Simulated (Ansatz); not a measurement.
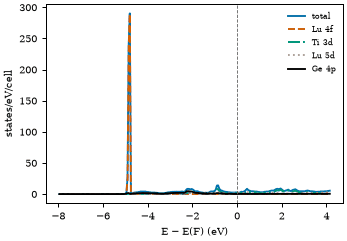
Total and projected density of states of LuTiGe in space group P4/nmm (No. 129; Lu on 2c, Ti on 2a, Ge on 2c), r²SCAN in the plane-wave PAW code Ansatz

Problem. Which orbitals carry the states next to the Fermi level?

Solution. Within 0.5 eV of the Fermi level: Ti 3d 44 %, Lu 5d 43 %, Ge 4p 7 %. Projections are on Löwdin-orthogonalised atomic valence shells; empty p or d shells of many metals are not among them.

Problem. Where is the tallest occupied peak in this window, and what makes it?

Solution. Near -4.8 eV, about 290 states/eV per cell; the largest projected share is Lu 4f.

The first step of the workflow began from a Materials Project structure, measured or hypothetical; the Crystallography Open Database copy checked does not list it. Whether it is the stable phase at ambient conditions was not checked. The cell was relaxed with r²SCAN under the symmetry of its start, as lowered by the spin order; whether a distortion lowers the energy is not shown. Spin order of the final state: ferrimagnetic, chosen from 2 collinear starts compared on coarse meshes (ties went to the first, and starts can fall back to one state), not a proven ground state. Other orbital occupations within this spin state were not tried. Spin–orbit coupling is left out wherever it is not named.

Potentials: the later of the program's two PAW sets.
